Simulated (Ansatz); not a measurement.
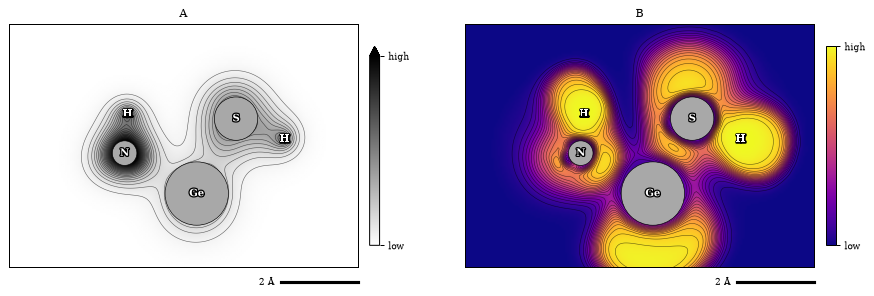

GeH4NS (charge +1): 2 fields on the plane of atoms Ge1, S3 and H7, with unlabelled colour scales. Grey discs cover the atomic cores.

Geometry: PBE0-D3(BJ)/def2-SVP.

The calculation used Ansatz, isolated molecule in a Gaussian basis; Kohn-Sham density functional theory, functional PBE0.

**The panels show electron density and electron localisation function in some order. Assign them.**

Panel A: electron density. Panel B: electron localisation function. From the grid: Ge–N (2.14 Å): ρ at the midpoint is about 0.54 e/Å³; the ELF peaks at about 0.95 in the valence shell of N, 0.7 Å from its nucleus, and is about 0.50 at the midpoint. Ge–S (2.19 Å): ρ is about 0.78 e/Å³ halfway; the ELF peaks at about 0.85 in the valence shell of S, 0.9 Å from its nucleus, and is about 0.75 at the midpoint.
